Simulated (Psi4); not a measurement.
# B2NH2OF (SMILES OB1NB1F) at B3LYP/6-31G(d) (spherical functions)

What is the vertical ionisation energy of B2NH2OF at B3LYP/6-31G* (spherical functions)? 

The results are computed with Psi4 1.11.

## (1) Starting point

The species is B2NH2OF (7 atoms), meant as a singlet with charge 0. SMILES: `OB1NB1F`. The shape is that of a PBE0-D4/def2-TZVP optimisation. This is one conformer, not always the lowest.

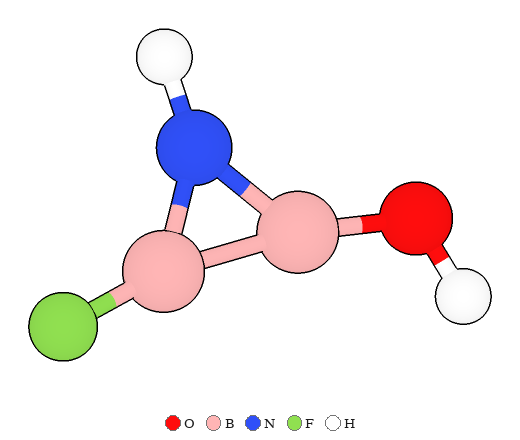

Viewed from a chosen angle; oxygen red, boron pink, nitrogen blue, fluorine green, hydrogen white.

## (2) A single-point energy at B3LYP/6-31G(d) (spherical functions)

Input file b2fh2no.xyz:

```xyz
7
B2FH2NO
O     -1.276700     0.176400     1.308100
B     -0.379000     0.150200     0.304200
N      0.632200    -0.768200    -0.094800
B      0.587000     0.339700    -0.954100
F      1.250000     0.724100    -2.025300
H     -1.829400     0.960200     1.293400
H      1.077200    -1.650400     0.122900
```

Input file b2fh2no_ase.py:

```python
import numpy as np
from ase.calculators.psi4 import Psi4
from ase.io import read

a = read('b2fh2no.xyz')
calc = Psi4(atoms=a, method='b3lyp', basis='6-31G*', memory='2200MB', num_threads=1, charge=0, multiplicity=1, label='b2fh2no')
calc.psi4.set_options({'puream': True, 'e_convergence': 1e-09, 'd_convergence': 1e-08, 'scf_type': 'pk', 'dft_radial_points': 99, 'dft_spherical_points': 590})
a.calc = calc

print(f'energy: {a.get_potential_energy():.6f} eV')
```

Command:

```console
$ python b2fh2no_ase.py
```

b2fh2no.dat, shortened:

```text
[...]
  Running in c1 symmetry.
[...]
  Nuclear repulsion =  135.227784647224979
[...]
  Multiplicity = 1
[...]
  Nalpha       = 18
  Nbeta        = 18
[...]
    Number of basis functions: 74
[...]
   @RKS iter   1:  -280.50237940640648   -1.48126e-01   1.19104e-02 DIIS/ADIIS
[...]
   @RKS iter  12:  -280.82689789783097   -7.38964e-13   2.43109e-09 DIIS
[...]
    Orbital Energies [Eh]
    ---------------------
    Doubly Occupied:
       1A    -24.692320     2A    -19.162895     3A    -14.328889
       4A     -6.791015     5A     -6.770803     6A     -1.199533
       7A     -1.031701     8A     -0.885517     9A     -0.595843
      10A     -0.560757    11A     -0.526802    12A     -0.448358
      13A     -0.444888    14A     -0.407836    15A     -0.375929
      16A     -0.361424    17A     -0.308161    18A     -0.244846
[...]
  @RKS Final Energy:  -280.82689789783097
   => Energetics <=
    Nuclear Repulsion Energy =            135.2277846472249792
    One-Electron Energy =                -653.5087299623120316
    Two-Electron Energy =                 265.7504571758823317
    DFT Exchange-Correlation Energy =     -28.2964097586262753
    Empirical Dispersion Energy =           0.0000000000000000
    VV10 Nonlocal Energy =                  0.0000000000000000
    Total Energy =                       -280.8268978978309747
[...]
 Multipole Moments:
 ------------------------------------------------------------------------------------
     Multipole            Electronic (a.u.)      Nuclear  (a.u.)        Total (a.u.)
 ------------------------------------------------------------------------------------
 L = 1.  Multiply by 2.5417464519 to convert [e a0] to [Debye]
 Dipole X            :          1.6939923           -1.9078476           -0.2138553
 Dipole Y            :          1.5528818           -1.6539766           -0.1010948
 Dipole Z            :         -3.2106056            3.5364990            0.3258933
 Magnitude           :                                                    0.4026918
[...]
```

Standard output:

```text
energy: -7641.689125 eV
```

Wall time 14 s (1 thread of AMD EPYC 7R43 (Zen 3), shared host); peak memory 0.98 GiB.

## (3) The doublet cation: energy and gradient at UB3LYP/6-31G(d) (spherical functions)

Input file job.inp:

```
memory 2200 mb

molecule system {
  1 2
  O     -2.41261334     0.33334769     2.47195074
  B     -0.71620620     0.28383686     0.57485469
  N      1.19468486    -1.45168761    -0.17914604
  B      1.10926924     0.64193996    -1.80298770
  F      2.36215766     1.36835069    -3.82726232
  H     -3.45706497     1.81451502     2.44417177
  H      2.03561298    -3.11880400     0.23224734
  units bohr
  symmetry c1
  no_reorient
  no_com
}

set basis 6-31G*
set reference uks
set puream true
set e_convergence 1e-09
set d_convergence 1e-08
set scf_type pk
set dft_radial_points 99
set dft_spherical_points 590
set maxiter 100

e_tot = gradient("b3lyp")
print_variables()
```

Command:

```console
$ psi4 -n 1 job.inp job.out
```

job.out, shortened:

```text
[...]
  Running in c1 symmetry.
[...]
  Nuclear repulsion =  135.227784738230014
[...]
  Multiplicity = 2
[...]
  Nalpha       = 18
  Nbeta        = 17
[...]
    Number of basis functions: 74
[...]
   @UKS iter   1:  -280.23295132199081    1.21302e-01   1.05954e-02 DIIS/ADIIS
[...]
   @UKS iter  14:  -280.47467333019728   -2.84217e-12   6.88026e-09 DIIS
[...]
   @S^2 Observed:                7.521117051E-01
[...]
  @UKS Final Energy:  -280.47467333019728
   => Energetics <=
    Nuclear Repulsion Energy =            135.2277847382300138
    One-Electron Energy =                -643.6182405546326208
    Two-Electron Energy =                 255.8929808660244873
    DFT Exchange-Correlation Energy =     -27.9771983798191677
    Empirical Dispersion Energy =           0.0000000000000000
    VV10 Nonlocal Energy =                  0.0000000000000000
    Total Energy =                       -280.4746733301972768
[...]
 Multipole Moments:
 ------------------------------------------------------------------------------------
     Multipole            Electronic (a.u.)      Nuclear  (a.u.)        Total (a.u.)
 ------------------------------------------------------------------------------------
 L = 1.  Multiply by 2.5417464519 to convert [e a0] to [Debye]
 Dipole X            :        -11.0199738           10.8651694           -0.1548044
 Dipole Y            :         -7.8635467            8.1447196            0.2811729
 Dipole Z            :         19.3232707          -19.3880232           -0.0647525
 Magnitude           :                                                    0.3274377
[...]
  -Total Gradient:
     Atom            X                  Y                   Z
    ------   -----------------  -----------------  -----------------
       1       -0.027957715625    -0.011992028933     0.041796229568
       2        0.037238195610     0.065494939674    -0.096387373655
       3        0.038398981513    -0.073211828365     0.016394710983
       4       -0.090042039942     0.030065280718     0.077928180605
       5        0.028086684246    -0.005884445719    -0.027140623595
       6        0.018523743022    -0.012402357544    -0.010931975006
       7       -0.004251669362     0.007933461468    -0.001657303957
[...]
```

It took 37 s on 1 thread of AMD EPYC 7R43 (Zen 3), shared host; peak memory 0.97 GiB.

## (4) Summary of results

At B3LYP/6-31G* (spherical functions):

```
                                          quantity          value
                     singlet B2NH2OF: total energy  -280.82690 Eh
                    singlet B2NH2OF: dipole moment         1.02 D
                      singlet B2NH2OF: HOMO energy       -6.66 eV
                      singlet B2NH2OF: LUMO energy        0.62 eV
                    singlet B2NH2OF: HOMO–LUMO gap        7.29 eV
                      doublet cation: total energy  -280.47467 Eh
doublet cation: HOMO energy (highest over α and β)      -15.56 eV
 doublet cation: LUMO energy (lowest over α and β)      -12.44 eV
                              doublet cation: ⟨S²⟩          0.752
          doublet cation: largest force on an atom     6.316 eV/Å
vertical ionisation energy (to the doublet cation)       9.585 eV
```

**Reading.** The vertical ionisation energy comes to 9.58 eV (221 kcal/mol). The negative HOMO energy of the first species, 6.66 eV, lies 2.92 eV below that difference.
